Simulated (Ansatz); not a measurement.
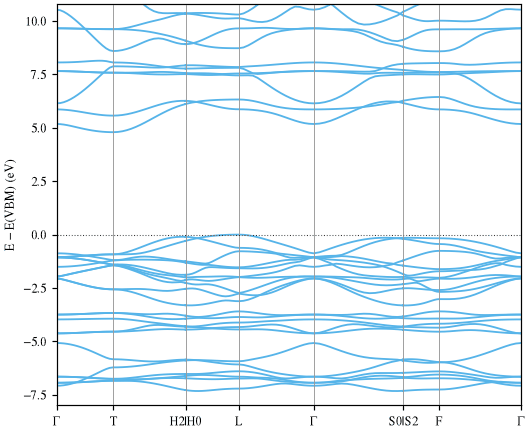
*Band structure from DFT-r²SCAN in the program Ansatz with PAW potentials*

### Question
Read off the gap and where the band edges lie.

### Answer
About 4.8 eV (4.80 eV by a search for the band edges); maximum at L, minimum at T.

### Question
Pick the material that matches.
A. B6As, R-3m (B on 18h, B on 18h, As on 6c)
B. Ga2O3, corundum
C. TlIO3, R3m (Tl on 3a, I on 3a, O on 9b)
D. CaZnC2O6, R-3 (Ca on 3a, Zn on 3b, C on 6c, O on 18f)

### Answer
D, CaZnC2O6, R-3 (Ca on 3a, Zn on 3b, C on 6c, O on 18f)

The workflow started from a Materials Project entry (that database holds measured and hypothetical structures alike); the Crystallography Open Database copy checked does not list it. Its standing as an ambient phase is unchecked. Symmetry was held in the r²SCAN relaxation; whether a distortion lowers the energy is not shown.

Potentials: the later of the program's two PAW sets.
